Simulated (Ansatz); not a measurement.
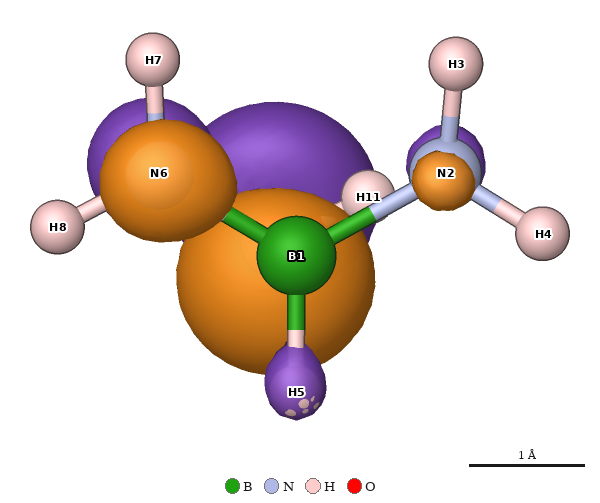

The picture shows: BH$_{5}$N$_{2}$···H$_{2}$O. The HOMO−1 at ±0.15 Å⁻³ᐟ² (orange and purple are the two phases), seen from one side.

Not at a stationary point (largest force 1.8 eV/Å).

Theory: RKS B3LYP/6-31G* in Ansatz.

Input

```
crystal:
  periodic: [false, false, false]
  atoms:
    - { symbol: B, position_ang: [0.0, 0.0, 0.0] }
    - { symbol: "N", position_ang: [0.0, 0.0, 1.9] }
    - { symbol: H, position_ang: [-0.877, -0.2713, 2.43] }
    - { symbol: H, position_ang: [0.877, 0.2713, 2.43] }
    - { symbol: H, position_ang: [1.0305, 0.0, -0.595] }
    - { symbol: "N", position_ang: [-1.3423, 0.0, -0.775] }
    - { symbol: H, position_ang: [-2.0112, -0.8164, -0.6764] }
    - { symbol: H, position_ang: [-1.5914, 0.8164, -1.4036] }
    - { symbol: O, position_ang: [-0.4975, 1.5446, 0.5392] }
    - { symbol: H, position_ang: [-1.4276, 1.738, 0.1962] }
    - { symbol: H, position_ang: [-0.3332, 1.0344, 1.5734] }
basis:
  gaussian: { orbitals: "6-31G*" }
hamiltonian:
  xc: b3lyp
relax:
  f_tol: 0.15
  max_steps: 25
  restrain:
    - { distance: [0, 8], at: 2.61, k: 30.0 }
    - { distance: [10, 1], at: 2.26, k: 30.0 }
    - { distance: [0, 1], at: 1.55, k: 30.0 }
    - { distance: [10, 8], at: 1.01, k: 30.0 }
output:
  orbitals: {}
```

Launched as:

```sh
ansatz run input.yaml --threads 1 --pin off --max-ram 2048MiB --backend cpu --events-out ev --progress --plain --runs-dir out
```

The fields are those of the run's last geometry, not of the input's.

Question: What is the character of this orbital?

Answer: Its weight (Hirshfeld) is mainly on O9 (about 70 %) and N6 (about 10 %); largely a lone pair of O9. Its energy is −7.08 eV.
